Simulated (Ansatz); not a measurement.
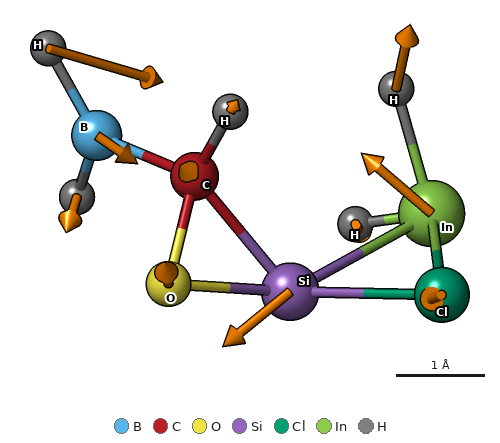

A relaxation of CH5BClInOSi. The starting structure is drawn; orange arrows show the displacements, at their true length. The two geometries are superimposed by the best rigid fit.

A ball-and-stick model, seen from a free direction.

The run prepares an end point of a later path (torsion) calculation, from a guessed geometry.

Level of theory: Ansatz, RKS revPBE-D4/def2-SVP. (no spin polarisation; force threshold 0.015 eV/Å; at most 40 steps)

### Which element moves most?

Hydrogen: up to 1.70 Å, against 1.10 Å for indium.

### Describe the change and its energy.

After 20 geometry steps the energy has fallen by 16.477 eV. The largest force component goes from 42 to 0.012 eV/Å. An H atom moves most after the best rigid fit: 1.70 Å. By element the largest moves are H 1.70 Å, In 1.10 Å, Si 1.04 Å, Cl 0.68 Å, B 0.59 Å, O 0.55 Å. Some distances before and after: H–In 4.954 → 2.397 Å, B–In 4.084 → 2.667 Å, In–Si 2.470 → 3.205 Å, H–In 0.992 → 1.720 Å. New bonds form, among them: B–In (4.08 → 2.67 Å). Bond angles that change, for instance: H–In–H 86.8° → 142.0°, B–C–Si 116.7° → 80.1°, C–Si–Cl 112.3° → 88.9°. Cost: 65 s on 2 threads of AMD EPYC 7R13 Processor (Zen 3), with other jobs on the host, peak memory 0.24 GiB.
